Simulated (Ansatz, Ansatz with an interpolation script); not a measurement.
**BiOCl (P4/nmm): quasiparticle bands by Wannier interpolation**

Aim: the G0W0 bands of BiOCl (P4/nmm) along the symmetry lines, with the gap off the mesh.

Calculated with Ansatz 0.2.0; LDA, Wannier functions and G0W0, plane waves, PAW.

**Experimental background.**

- Gap 3.36 eV: optical gap from Kubelka-Munk/Tauc analysis; UV-vis diffuse reflectance; powder (solvothermal hierarchical microspheres made without additive) (“Hydrothermal Crystallization of Bismuth Oxychlorides (BiOCl) Using Different Shape Control Reagents”, 2021, pmc:8123882).

- Gap 3.44 eV: optical gap from Tauc plot; UV-vis diffuse reflectance; powder (hydrothermal powder) (“Synergistic Piezo-Photocatalysis of BiOCl/NaNbO3 Heterojunction Piezoelectric Composite for High-Efficient Organic Pollutant Degradation”, 2022, pmc:8839476).

Most raw output is cut from this account.

## Step 1: The structure

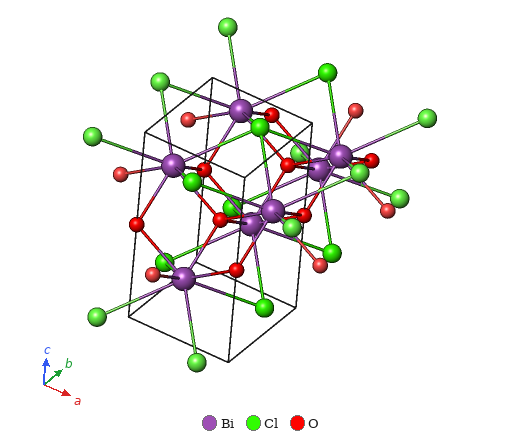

The cell as given, from a free direction (bismuth purple, chlorine green, oxygen red). 1×2×1 cells are drawn. Some periodic images of atoms are drawn too.

The cell and positions come from the Crystallography Open Database and are kept as given unless a step says otherwise. Spin-orbit coupling is left out unless a step names it.

## Step 2: LDA bands

The cheap functional maps the bands first; the places of the edges decide which points the dearer methods must see.

This step: DFT, LDA, plane waves, PAW; PAW set soft_1.

File input.yaml:

```yaml
crystal:
  lattice:
    - [3.88551, 0.0, 0.0]
    - [0.0, 3.88551, 0.0]
    - [0.0, 0.0, 7.3489]
  atoms:
    - { symbol: Bi, position: [0.5, 0.0, 0.32904] }
    - { symbol: Bi, position: [0.0, 0.5, 0.67096] }
    - { symbol: Cl, position: [0.0, 0.5, 0.1472] }
    - { symbol: Cl, position: [0.5, 0.0, 0.8528] }
    - { symbol: O, position: [0.0, 0.0, 0.5] }
    - { symbol: O, position: [0.5, 0.5, 0.5] }
kpoints:
  mp_grid: { grid: [4, 4, 2] }
  band_path:
    path:
      - [[0.0, 0.0, 0.0], [0.0, 0.5, 0.0], [0.5, 0.5, 0.0], [0.0, 0.0, 0.0], [0.0, 0.0, 0.5], [0.0, 0.5, 0.5], [0.5, 0.5, 0.5], [0.0, 0.0, 0.5]]
      - [[0.0, 0.5, 0.0], [0.0, 0.5, 0.5]]
      - [[0.5, 0.5, 0.0], [0.5, 0.5, 0.5]]
    npoints: 10
hamiltonian:
  xc: lda
  pseudopotentials: { kind: paw, azcp: { folder: soft_1 }, xc_functional: pbe }
scf:
  occupations: { method: fermi_dirac, width: 0.02 }
  n_extra_bands: 59
output:
  eigenvalues: true
  fatbands: true
  write_density: true
  write_potential: true
  elf: true
  volumetric_format: npy
```

Launch:

```bash
> ansatz run input.yaml --threads 3 --pin off --max-ram 92160MiB --backend cuda --events-out ev --progress --plain --runs-dir out --devices 1 --max-vram 13GiB
```

Wall time 9.4 s (1 × NVIDIA H100 80GB HBM3 (shared by 6 runs) with 3 threads of AMD EPYC 7R13 (Zen 3), shared host); peak memory 0.98 GiB.

This step gave:

| Item | Value |
| --- | --- |
| filled bands | 28 |
| gap | 2.497 eV |
| valence top at | k = (0.000, 0.400, 0.500) |
| conduction bottom at | Z |
| least direct gap | 2.856 eV |

The gap is indirect, with the least direct gap 0.36 eV higher.

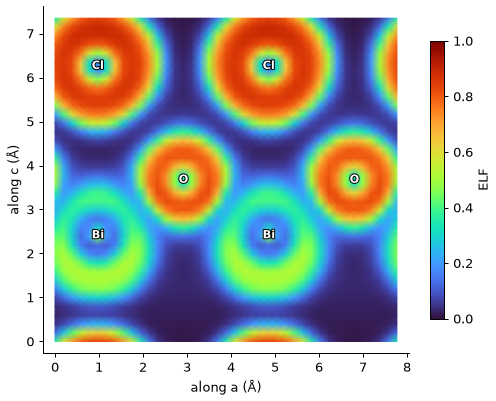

ELF in the ac plane at fractional y = 0.000, with atoms of Bi and Cl and O within 0.2 Å of it. It is the smooth field of the valence electrons, not physical close to the nuclei. The map starts off the cell's origin, so that atoms lie inside it.

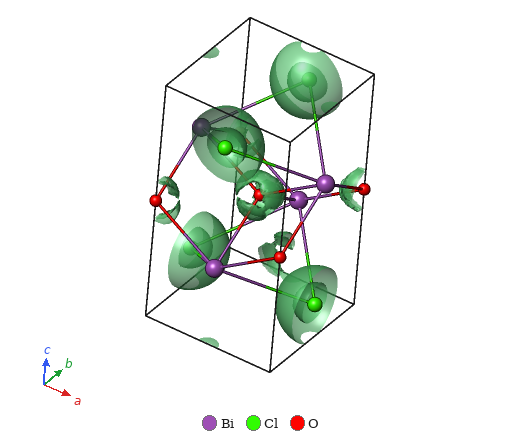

Surface of ELF = 0.81.

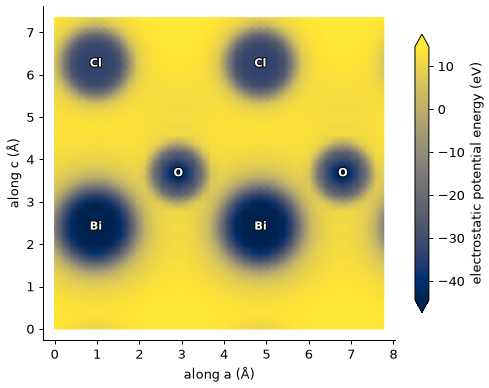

Electrostatic potential energy in the ac plane at fractional y = 0.000, with atoms of Bi and Cl and O within 0.2 Å of it. With pseudopotentials it is smooth inside the atoms' cores, unlike the true potential. The map starts off the cell's origin, so that atoms lie inside it.

## Step 3: Wannier functions (Bi:6p Cl:3p O:2p) on 8×8×4

Localised functions give a small Hamiltonian that interpolates between mesh points at no cost.

This step: maximally localised Wannier functions, LDA, plane waves, PAW; PAW set soft_1.

input.yaml, the sections that differ from step 2:

```yaml
kpoints:
  mp_grid: { grid: [4, 4, 2] }
scf:
  occupations: { method: fixed }
  n_extra_bands: 59
output:
  wannier:
    kmesh: [8, 8, 4]
    projections:
      - { species: Bi, l: p, shell: 6 }
      - { species: Cl, l: p, shell: 3 }
      - { species: O, l: p, shell: 2 }
    minimise: true
    write_hr: true
    seedname: w
    conv_tol: 1.0e-06
    max_iter: 20000
    stability_check: false
    disentanglement:
      window: [2.46, 16.0]
      frozen_window: [2.46, 13.0]
      conv_tol: 1.0e-08
# crystal, hamiltonian: as in step 2
```

The job ended after 11 s (1 × NVIDIA H100 80GB HBM3 (shared by 6 runs) with 3 threads; peak memory 1.1 GiB).

This step gave:

| Property | Result |
| --- | --- |
| gauge-invariant spread | 30.93 Å² |
| diagonal spread | 0.08819 Å² |
| off-diagonal spread | 1.213 Å² |
| total spread | 32.23 Å² |
| least projectability | 0.4783 |
| localisation steps | 33 |
| disentanglement steps | 21 |
| r.m.s. interpolation error | 4.75e-4 eV |
| r.m.s. error near the gap | 5.77e-4 eV |

Near the gap the model misses directly solved bands by 0.6 meV r.m.s. and by 8 meV at most in the window tested. This tests the starting bands, not the corrections carried with them.

Wannier functions, by row:

| function | x (Å) | y (Å) | z (Å) | spread (Å²) | nearest atom | distance (Å) |
| --- | --- | --- | --- | --- | --- | --- |
| 1 | 1.943 | 0 | 2.227 | 2.72 | Bi1 | 0.191 |
| 2 | 1.943 | 0 | 2.188 | 2.799 | Bi1 | 0.23 |
| 3 | 1.943 | 0 | 2.188 | 2.799 | Bi1 | 0.23 |
| 4 | 0 | 1.943 | 5.122 | 2.72 | Bi2 | 0.191 |
| 5 | 0 | 1.943 | 5.161 | 2.799 | Bi2 | 0.23 |
| 6 | 0 | 1.943 | 5.161 | 2.799 | Bi2 | 0.23 |
| 7 | 0 | 1.943 | 1.087 | 1.41 | Cl3 | 0.005 |
| 8 | 0 | 1.943 | 1.077 | 1.375 | Cl3 | 0.005 |
| 9 | 0 | 1.943 | 1.077 | 1.375 | Cl3 | 0.005 |
| 10 | 1.943 | 0 | 6.262 | 1.41 | Cl4 | 0.005 |
| 11 | 1.943 | 0 | 6.272 | 1.375 | Cl4 | 0.005 |
| 12 | 1.943 | 0 | 6.272 | 1.375 | Cl4 | 0.005 |
| 13 | 0 | 0 | 3.674 | 1.138 | O5 | 0 |
| 14 | 0 | 0 | 3.605 | 1.251 | O5 | 0.069 |
| 15 | 0 | 0 | 3.744 | 1.251 | O5 | 0.069 |
| 16 | 1.943 | 1.943 | 3.674 | 1.138 | O6 | 0 |
| 17 | 1.943 | 1.943 | 3.744 | 1.251 | O6 | 0.069 |
| 18 | 1.943 | 1.943 | 3.605 | 1.251 | O6 | 0.069 |

Frozen up to 5.40 eV; above it the model need not follow the bands. The electronic bands at the labelled points (eV, zero at the valence-band top):

| point | band 25 | band 26 | band 27 | band 28 | band 29 | band 30 | band 31 | band 32 |
| --- | --- | --- | --- | --- | --- | --- | --- | --- |
| Γ | -1.04 | -1.04 | -0.98 | -0.79 | 3.00 | 3.68 | 5.23 | 5.23 |
| X | -0.90 | -0.90 | -0.10 | -0.10 | 4.50 | 4.50 | 5.12 | 5.12 |
| M | -0.70 | -0.70 | -0.67 | -0.67 | 4.02 | 4.02 | 5.72 | 5.72 |
| Γ | -1.04 | -1.04 | -0.98 | -0.79 | 3.00 | 3.68 | 5.23 | 5.23 |
| Z | -0.75 | -0.75 | -0.40 | -0.36 | 2.50 | 2.84 | 5.24 | 5.24 |
| R | -0.70 | -0.70 | -0.08 | -0.08 | 4.29 | 4.29 | 5.20 | 5.20 |
| A | -1.39 | -1.39 | -0.67 | -0.67 | 4.44 | 4.44 | 5.95 | 5.95 |
| Z | -0.75 | -0.75 | -0.40 | -0.36 | 2.50 | 2.84 | 5.24 | 5.24 |
| jump to X | -0.90 | -0.90 | -0.10 | -0.10 | 4.50 | 4.50 | 5.12 | 5.12 |
| R | -0.70 | -0.70 | -0.08 | -0.08 | 4.29 | 4.29 | 5.20 | 5.20 |
| jump to M | -0.70 | -0.70 | -0.67 | -0.67 | 4.02 | 4.02 | 5.72 | 5.72 |
| A | -1.39 | -1.39 | -0.67 | -0.67 | 4.44 | 4.44 | 5.95 | 5.95 |

The same for Kohn-Sham, solved directly:

| point | band 25 | band 26 | band 27 | band 28 | band 29 | band 30 | band 31 | band 32 |
| --- | --- | --- | --- | --- | --- | --- | --- | --- |
| Γ | -1.04 | -1.04 | -0.98 | -0.79 | 3.00 | 3.68 | 5.23 | 5.23 |
| X | -0.90 | -0.90 | -0.10 | -0.10 | 4.50 | 4.50 | 5.12 | 5.12 |
| M | -0.70 | -0.70 | -0.67 | -0.67 | 4.02 | 4.02 | 5.72 | 5.72 |
| Γ | -1.04 | -1.04 | -0.98 | -0.79 | 3.00 | 3.68 | 5.23 | 5.23 |
| Z | -0.75 | -0.75 | -0.40 | -0.36 | 2.50 | 2.84 | 5.24 | 5.24 |
| R | -0.70 | -0.70 | -0.08 | -0.08 | 4.29 | 4.29 | 5.20 | 5.20 |
| A | -1.39 | -1.39 | -0.67 | -0.67 | 4.44 | 4.44 | 5.95 | 5.95 |
| Z | -0.75 | -0.75 | -0.40 | -0.36 | 2.50 | 2.84 | 5.24 | 5.24 |
| X | -0.90 | -0.90 | -0.10 | -0.10 | 4.50 | 4.50 | 5.12 | 5.12 |
| R | -0.70 | -0.70 | -0.08 | -0.08 | 4.29 | 4.29 | 5.20 | 5.20 |
| M | -0.70 | -0.70 | -0.67 | -0.67 | 4.02 | 4.02 | 5.72 | 5.72 |
| A | -1.39 | -1.39 | -0.67 | -0.67 | 4.44 | 4.44 | 5.95 | 5.95 |

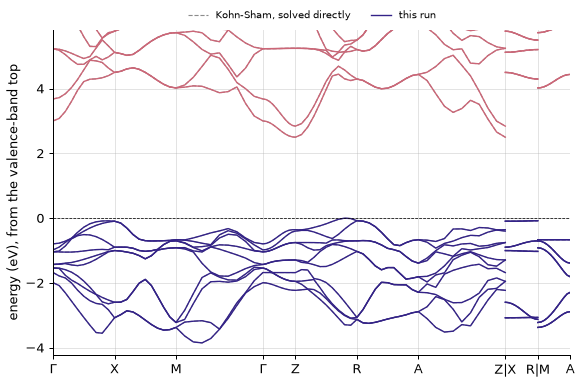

Electronic bands along the path; lines of filled and empty bands in two colours; dashed: Kohn-Sham, solved directly.

## Step 4: G0W0 at every point of the mesh: 4×4×2 mesh, 462 empty bands, screening to 150 eV, PAW set soft_1 files

G0W0 replaces the xc potential by the self-energy, built once from these orbitals. Only a window of levels is corrected, while the sums run over the empty bands that the input names.

This step: G0W0 on LDA, plane waves, PAW; PAW set soft_1.

input.yaml, the sections that differ from step 3:

```yaml
scf:
  occupations: { method: fixed }
gw:
  n_empty_bands: 462
  ecut_chi: 150.0
  qp_bands: [v12, c5]
  screening: { model: contour_deformation }
# crystal, kpoints, hamiltonian: as in step 3
# output: removed
```

Elapsed: 51 s, on 1 × NVIDIA H100 80GB HBM3 (shared by 6 runs) with 3 threads; peak memory 1.4 GiB; 93 s of CPU time.

This step gave:

```yaml
bands_summed: 490
rpa_eps_infinity_on_this_mesh_eigenvalues: 5.288, 6.622, 6.622
plane_waves_in_the_screening_matrix: 459
q_points_in_the_mesh: 32
g0w0_gap_on_the_mesh: 3.684 eV
k_of_the_valence_top: 0, 0.25, -0.5
k_of_the_conduction_bottom: 0, 0, -0.5
starting_gap_on_the_mesh: 2.577 eV
z_at_the_valence_top: 0.7519
z_at_the_conduction_bottom: 0.8117
least_direct_g0w0_gap_on_the_computed_points: 3.878 eV
```

The gap on the mesh goes from 2.58 eV to 3.68 eV, a correction of +1.11 eV, though a band edge has moved to another state. The start differs from the 2.50 eV found before because this mesh misses an edge.

## Step 5: Interpolating the corrections

A script adds the corrections, carried to the Wannier functions and back, to the LDA levels, along the path and on a 13×13×9 mesh.

* G0W0 gap over the zone: 3.596 eV
* conduction bottom at: Z
* starting gap over the zone: 2.495 eV
* least direct G0W0 gap: 3.878 eV
* G0W0 gap on the mesh: 3.684 eV
* valence width, start: 4.998 eV
* valence width, G0W0: 4.913 eV
* gap by a rigid shift: 3.602 eV

Levels solved directly plus the interpolated quasiparticle correction. Limits: finite bands, cutoff and mesh; no spin-orbit coupling; coarse k mesh. The quasiparticle bands at the labelled points (eV, zero at the valence-band top of each set):

| point | band 25 | band 26 | band 27 | band 28 | band 29 | band 30 |
| --- | --- | --- | --- | --- | --- | --- |
| Γ | -1.21 | -1.21 | -1.12 | -0.79 | 4.15 | 4.84 |
| X | -1.14 | -1.14 | -0.11 | -0.11 | 5.72 | 5.72 |
| M | -0.97 | -0.97 | -0.40 | -0.40 | 5.20 | 5.20 |
| Γ | -1.21 | -1.21 | -1.12 | -0.79 | 4.15 | 4.84 |
| Z | -1.07 | -1.07 | -0.69 | -0.28 | 3.60 | 4.02 |
| R | -0.83 | -0.83 | -0.15 | -0.15 | 5.50 | 5.50 |
| A | -1.80 | -1.80 | -0.40 | -0.40 | 5.61 | 5.61 |
| Z | -1.07 | -1.07 | -0.69 | -0.28 | 3.60 | 4.02 |
| jump to X | -1.14 | -1.14 | -0.11 | -0.11 | 5.72 | 5.72 |
| R | -0.83 | -0.83 | -0.15 | -0.15 | 5.50 | 5.50 |
| jump to M | -0.97 | -0.97 | -0.40 | -0.40 | 5.20 | 5.20 |
| A | -1.80 | -1.80 | -0.40 | -0.40 | 5.61 | 5.61 |

The same for LDA:

| point | band 25 | band 26 | band 27 | band 28 | band 29 | band 30 |
| --- | --- | --- | --- | --- | --- | --- |
| Γ | -1.04 | -1.04 | -0.98 | -0.79 | 3.00 | 3.68 |
| X | -0.90 | -0.90 | -0.10 | -0.10 | 4.50 | 4.50 |
| M | -0.70 | -0.70 | -0.67 | -0.67 | 4.02 | 4.02 |
| Γ | -1.04 | -1.04 | -0.98 | -0.79 | 3.00 | 3.68 |
| Z | -0.75 | -0.75 | -0.40 | -0.36 | 2.50 | 2.84 |
| R | -0.70 | -0.70 | -0.08 | -0.08 | 4.29 | 4.29 |
| A | -1.39 | -1.39 | -0.67 | -0.67 | 4.44 | 4.44 |
| Z | -0.75 | -0.75 | -0.40 | -0.36 | 2.50 | 2.84 |
| X | -0.90 | -0.90 | -0.10 | -0.10 | 4.50 | 4.50 |
| R | -0.70 | -0.70 | -0.08 | -0.08 | 4.29 | 4.29 |
| M | -0.70 | -0.70 | -0.67 | -0.67 | 4.02 | 4.02 |
| A | -1.39 | -1.39 | -0.67 | -0.67 | 4.44 | 4.44 |

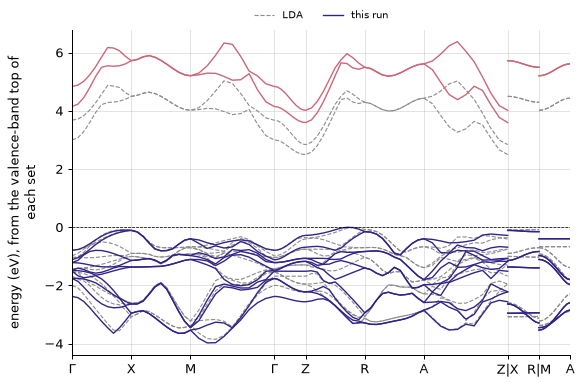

Quasiparticle bands along the path; lines of filled and empty bands in two colours; dashed: LDA.

Minima of the lowest conduction band, from levels solved directly at the displaced points, plus the interpolated correction; masses are left empty at degenerate points, on flat bands and where the interpolated correction rules the curvature; G0W0 masses are rough. Conduction valleys, by row:

| point | k (reciprocal lattice) | valleys in the zone | G0W0 level above the valence top (eV) | LDA level above the valence top (eV) | G0W0 principal masses (m_e) | LDA principal masses (m_e) |
| --- | --- | --- | --- | --- | --- | --- |
| Z | 0.000 0.000 -0.500 | 1 | 3.596 | 2.495 | 0.274 0.274 0.521 | 0.297 0.297 0.697 |
| - | 0.300 0.300 -0.500 | 4 | 4.381 | 3.259 | 0.264 0.414 0.439 | 0.300 0.467 0.523 |

(Part 1 of 2 ends here.)

[Paths, hosts, dates, memory and timing lines, banners, echoed tables and standing remarks are left out of the program output.]

[Logs are printed without paths, hosts, clocks, repeated set-up lines and the standing remarks that a program may print on its own settings, such as how far it seeks lower states.]

[Runs of the session that timed out or met a known fault of the program may be left out.]

[Hosts, paths, dates, database ids (printed as entryN), source tags and the programs' standing remarks are cut or masked in the printed files.]
